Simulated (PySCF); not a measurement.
## Electronic structure of C2H15NOSi4 in real space

The calculation's input:

```
{"job": {"kind": "nmr", "xc": "PBE0", "basis": "pcSseg-1"}, "charge": 0, "multiplicity": 1}
C      2.452168    -0.443226     0.822324
C      2.805029     0.366588    -0.421900
Si     1.411467     1.535399    -0.979547
O      0.032546     0.736966    -1.246471
Si    -1.005204    -0.507758    -1.068277
N     -0.081083    -1.932716    -1.376693
Si    -1.823749    -0.569757     1.083627
Si    -3.540411     0.919844     1.518624
H      1.577522    -1.062321     0.633671
H      3.276914    -1.094566     1.111034
H      2.229985     0.215458     1.659651
H      3.709221     0.946833    -0.227784
H      3.055092    -0.324765    -1.229936
H      1.107672     2.519063     0.062999
H      1.738678     2.152871    -2.266427
H     -1.982419    -0.185832    -2.124431
H     -0.521055    -2.834393    -1.302562
H      0.576395    -1.928933    -2.141867
H     -0.776800    -0.402265     2.111596
H     -2.316196    -1.937496     1.360207
H     -4.741989     0.617597     0.731830
H     -3.991945     0.929518     2.913850
H     -3.196592     2.310874     1.205376
```

Command:

```sh
OMP_NUM_THREADS=1 python probes_run.py task.json out
```

Geometry: GFN2-xTB.

Theory: PBE0/pcSseg-1, SCF density, gas phase, non-relativistic in PySCF 2.14.0.

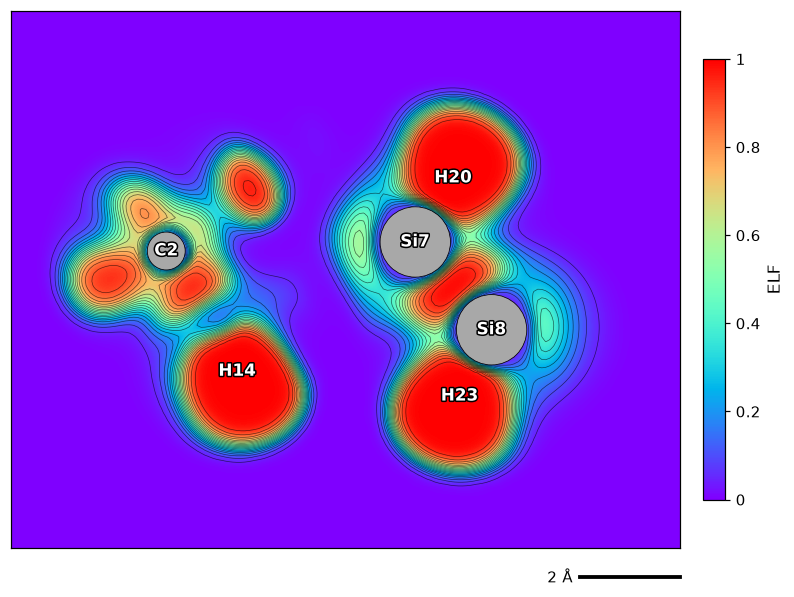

Figure 1. ELF on the plane of atoms Si8, Si7 and H20. Grey discs cover the atomic cores.

What do the fields say about this system?

The plane passes through C, Si and H nuclei. Si–Si (2.31 Å): the ELF peaks at about 1 between the atoms: a covalent bond.

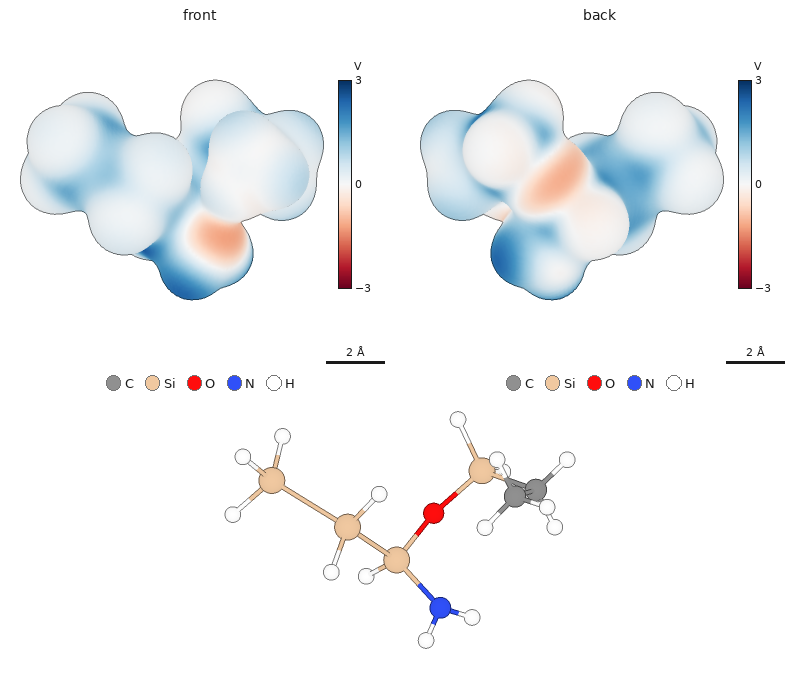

Figure 2. The molecular electrostatic potential painted on the density surface at 0.004 e/bohr³, seen from the front and from behind; the colour scale runs from red (negative) to blue (positive). The bare structure is drawn below in the same view.

Describe the electrostatic potential map.

The most negative region (about −1.1 V, or −25 kcal/mol for a unit charge) lies over O4 and N6, the most positive (about +2.3 V, or +53 kcal/mol for a unit charge) over Si5, H17 and H18.

How polar is the molecule by this calculation?

Its dipole moment is 2.15 D.
